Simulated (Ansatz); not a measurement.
**Geometry relaxation of C2H7BOSi (part 1 of 2)**

System: C2H7BOSi.
Method: RKS PBE0-D4/def2-SVP (Ansatz 0.2.0).

It belongs to a series of runs on one base structure; here: end point B relaxed. Figures and captions count atoms from 1; the log counts them from 0 in places.

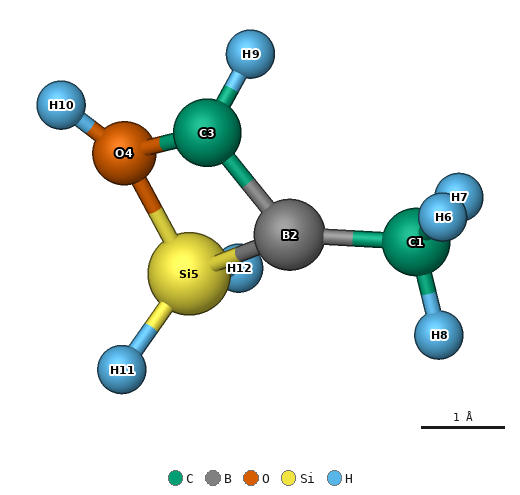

Figure 1. The input geometry (ball-and-stick view, seen at a tilt; atoms are numbered from 1 in the order of the input).

The input
```yaml
crystal:
  periodic: [false, false, false]
  atoms:
    - { symbol: C, position_ang: [-1.2223, 0.0995, 1.2942] }
    - { symbol: B, position_ang: [0.0058, 0.2397, 0.3535] }
    - { symbol: C, position_ang: [1.1739, -0.7816, -0.0147] }
    - { symbol: O, position_ang: [1.5078, -0.5413, -1.3725] }
    - { symbol: Si, position_ang: [0.2533, 0.6538, -1.5134] }
    - { symbol: H, position_ang: [-0.9574, -0.0739, 2.319] }
    - { symbol: H, position_ang: [-1.9114, -0.6562, 0.9112] }
    - { symbol: H, position_ang: [-1.7737, 1.1296, 1.2619] }
    - { symbol: H, position_ang: [0.8975, -1.8188, 0.211] }
    - { symbol: H, position_ang: [2.40011, -0.93913, -1.53256] }
    - { symbol: H, position_ang: [0.8404, 1.9846, -1.7026] }
    - { symbol: H, position_ang: [-0.8584, 0.2524, -2.3239] }
basis:
  gaussian: { orbitals: def2-SVP }
hamiltonian:
  xc: pbe0
  dispersion: d4
relax:
  f_tol: 0.02
  max_steps: 50
output:
  orbitals: {}
```

Command:
```bash
ansatz run input.yaml --threads 2 --pin off --max-ram 3072MiB --backend cpu --events-out ev --progress --plain --runs-dir out
```

What the program printed
```
The last accepted step is kept in [file] (removed where the run ends without a failure and the disk answers)
Engine: ansatz 0.2.0, x86_64-unknown-linux-gnu
Functional definition: PBE0
  parameter a = 0.25
  parameter kappa = 0.804
  parameter beta = 0.06672455060314922
  exchange = (1 - a)*pbe_x(kappa = kappa, mu = beta*pi^2/3) + a*exact_x
  correlation = pbe_c(beta = beta)
1188 factors; integrals over basis functions are off by at most 4.1e-4 eV
mean field evaluation 1: about -12762.3942 eV, gradient 5.4e1 eV
mean field evaluation 2: about -12758.6762 eV, gradient 6.4e1 eV
mean field evaluation 4: about -12769.8923 eV, gradient 5.8e0 eV
mean field evaluation 8: about -12770.0191 eV, gradient 8.5e-2 eV
mean field evaluation 16: about -12770.0191 eV, gradient 3.6e-5 eV
mean field -12770.01912365 eV, -469.2895469641 hartree, gradient 3.6e-5 eV, S^2 0.000000; 0 other end points of the search recorded, 0 dependent functions left out
the calculation of the forces begins
reference -12770.01915079 eV, -469.2895479617 hartree; 23, 23 occupied and 86, 86 virtual orbitals, 1188 factors
relax step   1: F+E_penalty+E_count = -12770.22940264 eV  Δ(F+E_penalty+E_count) = +0.000e0 eV  max|allowed force component| = 4.087e0 eV/Å  Δτ_max = 0.0000 Å  (27 SCF iters, accepted)
these checks for a lower state are left out or cut short: starts, cluster_reference, orbital_swaps, neighbouring_geometries, increment
1188 factors; integrals over basis functions are off by at most 4.2e-4 eV
mean field -12771.16699695 eV, -469.3317305301 hartree, gradient 1.8e-5 eV, S^2 0.000000; 0 other end points of the search recorded, 0 dependent functions left out
[... from here on the field's lines of each further geometry are left out, up to the last ...]
relax step   2: F+E_penalty+E_count = -12771.37620186 eV  Δ(F+E_penalty+E_count) = -1.147e0 eV  max|allowed force component| = 2.657e0 eV/Å  Δτ_max = 0.1949 Å  (30 SCF iters, accepted)
relax step   3: F+E_penalty+E_count = -12771.90782376 eV  Δ(F+E_penalty+E_count) = -5.316e-1 eV  max|allowed force component| = 2.038e0 eV/Å  Δτ_max = 0.1966 Å  (30 SCF iters, accepted)
relax step   4: F+E_penalty+E_count = -12772.09895209 eV  Δ(F+E_penalty+E_count) = -1.911e-1 eV  max|allowed force component| = 9.445e-1 eV/Å  Δτ_max = 0.2000 Å  (30 SCF iters, accepted)
relax step   5: F+E_penalty+E_count = -12772.19982078 eV  Δ(F+E_penalty+E_count) = -1.009e-1 eV  max|allowed force component| = 1.357e0 eV/Å  Δτ_max = 0.1355 Å  (29 SCF iters, accepted)
relax step   6: F+E_penalty+E_count = -12772.25591376 eV  Δ(F+E_penalty+E_count) = -5.609e-2 eV  max|allowed force component| = 5.217e-1 eV/Å  Δτ_max = 0.0957 Å  (31 SCF iters, accepted)
relax step   7: F+E_penalty+E_count = -12772.28257858 eV  Δ(F+E_penalty+E_count) = -2.666e-2 eV  max|allowed force component| = 1.348e-1 eV/Å  Δτ_max = 0.1846 Å  (28 SCF iters, accepted)
relax step   8: F+E_penalty+E_count = -12772.28964543 eV  Δ(F+E_penalty+E_count) = -7.067e-3 eV  max|allowed force component| = 1.930e-1 eV/Å  Δτ_max = 0.1557 Å  (29 SCF iters, accepted)
relax step   9: F+E_penalty+E_count = -12772.29400364 eV  Δ(F+E_penalty+E_count) = -4.358e-3 eV  max|allowed force component| = 1.476e-1 eV/Å  Δτ_max = 0.0443 Å  (30 SCF iters, accepted)
relax step  10: F+E_penalty+E_count = -12772.29668686 eV  Δ(F+E_penalty+E_count) = -2.683e-3 eV  max|allowed force component| = 8.472e-2 eV/Å  Δτ_max = 0.0599 Å  (30 SCF iters, accepted)
relax step  11: F+E_penalty+E_count = -12772.29756338 eV  Δ(F+E_penalty+E_count) = -8.765e-4 eV  max|allowed force component| = 2.297e-2 eV/Å  Δτ_max = 0.0407 Å  (31 SCF iters, accepted)
relax step  12: F+E_penalty+E_count = -12772.29774458 eV  Δ(F+E_penalty+E_count) = -1.812e-4 eV  max|allowed force component| = 6.913e-2 eV/Å  Δτ_max = 0.0365 Å  (30 SCF iters, accepted)
the calculation of the forces begins
reference -12772.09307679 eV, -469.3657633363 hartree; 23, 23 occupied and 86, 86 virtual orbitals, 1188 factors
relax step  13: F+E_penalty+E_count = -12772.29798506 eV  Δ(F+E_penalty+E_count) = -2.405e-4 eV  max|allowed force component| = 1.447e-2 eV/Å  Δτ_max = 0.0040 Å  (24 SCF iters, accepted)
```

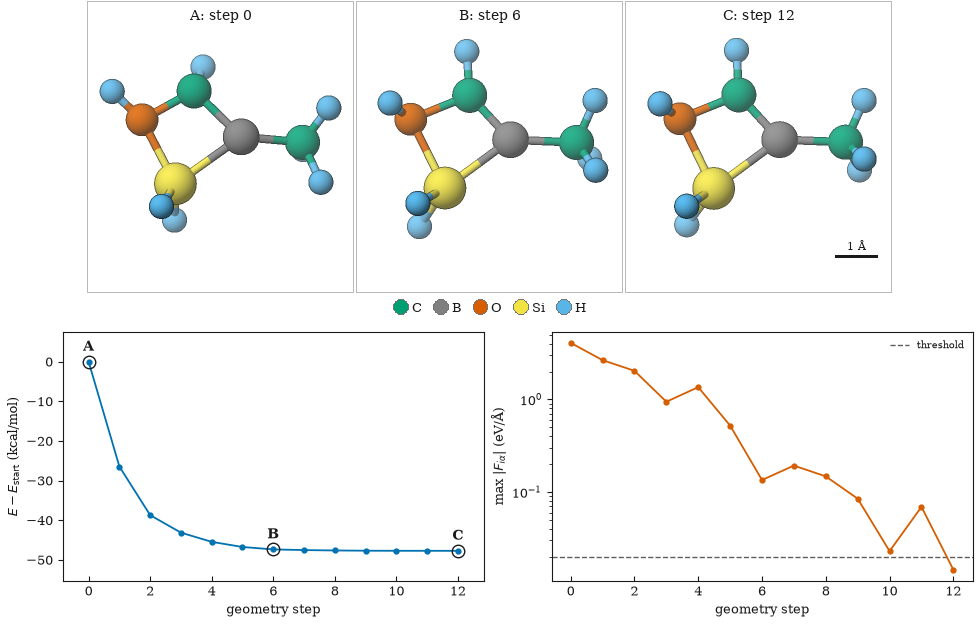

Figure 2. Frames of the relaxation (ball-and-stick view, seen at a tilt) above the curves, on which the letters mark them (the first geometry is step 0 here and step 1 in the log).

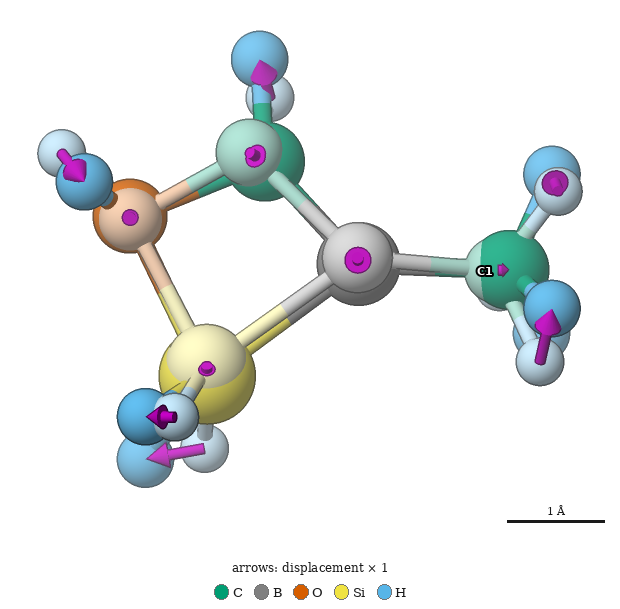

Figure 3. Start (faint) and end (solid) with the displacements as pink arrows, at true length (ball-and-stick view, seen at a tilt). The two geometries are laid on each other by the best rigid fit. After 12 geometry steps the energy has fallen by 47.7 kcal/mol. The largest force component goes from 4.1 to 0.014 eV/Å. The largest moves after the best rigid fit, 0.71 Å, are those of H7 and H8. By element the largest moves are H 0.71 Å, B 0.41 Å, C 0.32 Å, Si 0.17 Å, O 0.16 Å. Among the contacts that change: B2–C3 1.595 → 1.452 Å, O4–Si5 1.738 → 1.866 Å, C3–O4 1.419 → 1.517 Å, C1–H8 1.169 → 1.103 Å. Among the angles that change: Si5–O4–H10 156.0° → 115.1°, B2–C3–H9 111.9° → 140.4°, B2–Si5–H11 111.8° → 127.0°. (Atoms are counted from 1 in the order of the input.)

```
1188 factors; integrals over basis functions are off by at most 4.0e-4 eV
mean field -12772.09304901 eV, -469.3657623156 hartree, gradient 2.7e-5 eV, S^2 0.000000; 1 other end points of the search recorded, 0 dependent functions left out
the calculation of the forces begins
reference -12772.09307679 eV, -469.3657633363 hartree; 23, 23 occupied and 86, 86 virtual orbitals, 1188 factors
Total energy: -12772.29801283 eV, -469.3732945970 hartree
Atom 0 at    -1.283510     0.110455     1.396194 Å, force    -0.009778    -0.001214     0.009420 eV/Å
Atom 1 at    -0.257705    -0.047015     0.214013 Å, force    -0.004631    -0.000210    -0.007124 eV/Å
Atom 2 at     0.884347    -0.912688    -0.019532 Å, force     0.003656     0.004015     0.004827 eV/Å
Atom 3 at     1.439039    -0.672396    -1.410646 Å, force    -0.003378    -0.006441    -0.002445 eV/Å
Atom 4 at     0.110701     0.623999    -1.602525 Å, force     0.007634     0.002383     0.001969 eV/Å
Atom 5 at    -1.051619    -0.564829     2.235452 Å, force    -0.003874     0.009484    -0.010821 eV/Å
Atom 6 at    -2.313566    -0.110008     1.068325 Å, force     0.014161     0.005305     0.005835 eV/Å
Atom 7 at    -1.294651     1.140142     1.791250 Å, force     0.000094    -0.014470    -0.003750 eV/Å
Atom 8 at     1.416459    -1.748839     0.443067 Å, force     0.000823     0.000517    -0.001548 eV/Å
Atom 9 at     2.345871    -0.330551    -1.374802 Å, force    -0.001780     0.002786     0.001082 eV/Å
Atom 10 at     0.933756     1.828109    -1.973029 Å, force    -0.002201    -0.001739     0.000906 eV/Å
Atom 11 at    -0.573512     0.232292    -2.876628 Å, force    -0.000726    -0.000417     0.001649 eV/Å
Dipole moment:     0.438893     0.116219    -0.289896 e Å
```

Trajectory as extended XYZ (Å, eV, eV/Å), 13 frames, from step=1 to step=13
```
12
Properties=species:S:1:pos:R:3:forces:R:3 step=1 energy=-12770.22940
C    -1.2223    0.0995    1.2942   -0.7020   2.7877  -0.3903
B     0.0058    0.2397    0.3535    2.3575  -2.5945  -1.5258
C     1.1739   -0.7816   -0.0147   -4.0867   1.3195   4.0174
O     1.5078   -0.5413   -1.3725    2.8185  -2.0009  -1.9352
Si    0.2533    0.6538   -1.5134   -0.7283   2.3725   1.9741
H    -0.9574   -0.0739    2.3190    0.0608  -0.4354   1.0016
H    -1.9114   -0.6562    0.9112   -0.1912  -0.2586   0.0336
H    -1.7737    1.1296    1.2619    0.5311  -1.7096   0.2681
H     0.8975   -1.8188    0.2110    0.8109  -0.4535  -0.1976
H     2.4001   -0.9391   -1.5326   -1.0055   1.1804  -0.6751
H     0.8404    1.9846   -1.7026    0.4842   0.2899  -1.2486
H    -0.8584    0.2524   -2.3239   -0.3495  -0.4975  -1.3224
12
Properties=species:S:1:pos:R:3:forces:R:3 step=2 energy=-12771.37620
C    -1.2347    0.1238    1.3345   -0.2771   1.0612  -0.0730
B    -0.0160    0.1665    0.3574    1.0873  -1.1442  -0.3301
C     1.0966   -0.8070    0.0293   -2.6572   0.1876   1.6583
O     1.4882   -0.5207   -1.3559    1.5449  -1.5898  -0.6307
Si    0.2373    0.7236   -1.4648   -0.4327   1.7293   0.2759
H    -0.9686   -0.0948    2.3699   -0.0201  -0.2090   0.3099
H    -1.9319   -0.6374    0.9556   -0.1204  -0.1386   0.1462
H    -1.7884    1.1000    1.3183    0.2595  -0.6074   0.1682
H     0.9670   -1.8912    0.2192    0.7702   0.1982  -0.1193
H     2.3729   -0.8745   -1.5518   -0.3383   0.7957  -0.4168
H     0.9151    1.9991   -1.8820    0.0203  -0.2097  -0.5360
H    -0.7820    0.2614   -2.4386    0.1635  -0.0733  -0.4525
12
Properties=species:S:1:pos:R:3:forces:R:3 step=3 energy=-12771.90782
C    -1.2644    0.1434    1.3857    0.1268  -0.5671  -0.0548
B    -0.0844    0.0901    0.3410   -0.6686   0.6656   0.4372
C     0.9388   -0.8617    0.0249    0.4862  -2.0379  -0.1975
O     1.4726   -0.5368   -1.3611   -0.0263  -0.8099   0.2812
Si    0.2296    0.7974   -1.4499   -0.0004   0.3889  -0.8662
H    -0.9686   -0.1359    2.4112    0.0140   0.0434  -0.0775
H    -2.0080   -0.6077    1.0511   -0.0160   0.1356   0.1558
H    -1.7745    1.1051    1.4174   -0.1316   0.3345   0.0963
H     1.1243   -1.9612    0.2591    0.0661   1.3994  -0.1990
H     2.3886   -0.7775   -1.5457    0.0358   0.4820  -0.0084
H     0.9603    1.9824   -2.0590   -0.0710  -0.1909   0.2050
H    -0.6587    0.3111   -2.5834    0.1851   0.1564   0.2280
12
Properties=species:S:1:pos:R:3:forces:R:3 step=4 energy=-12772.09895
C    -1.2651    0.1153    1.3994   -0.1770  -0.0424  -0.0161
B    -0.1721    0.0931    0.2569   -0.0710  -0.1401   0.4701
C     0.8292   -0.9172   -0.0214    0.1064   0.2047  -0.0519
O     1.4448   -0.5928   -1.3735    0.1520  -0.9445  -0.3338
Si    0.2637    0.7638   -1.5302   -0.6195   0.5436  -0.3567
H    -0.8615   -0.1237    2.4030    0.0203   0.0799  -0.2352
H    -2.0339   -0.6539    1.1835    0.0878   0.1349   0.0326
H    -1.7966    1.0752    1.4680   -0.0063   0.0521   0.0880
H     1.1064   -1.9133    0.3298    0.2161  -0.0375  -0.1559
H     2.4077   -0.5903   -1.4778   -0.0457   0.2306   0.2696
H     1.0986    1.9027   -2.0727   -0.0424  -0.1310   0.1388
H    -0.6655    0.3898   -2.6739    0.3792   0.0497   0.1505
12
Properties=species:S:1:pos:R:3:forces:R:3 step=5 energy=-12772.19982
C    -1.2941    0.1189    1.4067   -0.0247   0.0667   0.1653
B    -0.2261    0.0492    0.2389    0.0319  -0.2662   0.0531
C     0.8055   -0.9415   -0.0482    0.2071   0.0541   0.0455
O     1.3937   -0.6703   -1.4277    1.3573  -0.0862  -0.0872
Si    0.2307    0.7366   -1.5484   -0.4387   0.1906  -0.3127
H    -0.8224   -0.1361    2.3777   -0.1397   0.0143  -0.1845
H    -2.1149   -0.6113    1.2429    0.2262   0.1443  -0.0034
H    -1.7770    1.1055    1.5323    0.1327  -0.1056  -0.0654
H     1.2355   -1.8743    0.3424   -0.1306   0.1344  -0.0645
H     2.3756   -0.4851   -1.4501   -1.3121  -0.1816   0.2141
H     1.1400    1.8529   -2.0045   -0.0575  -0.0537   0.1388
H    -0.5911    0.4041   -2.7708    0.1480   0.0890   0.1010
```
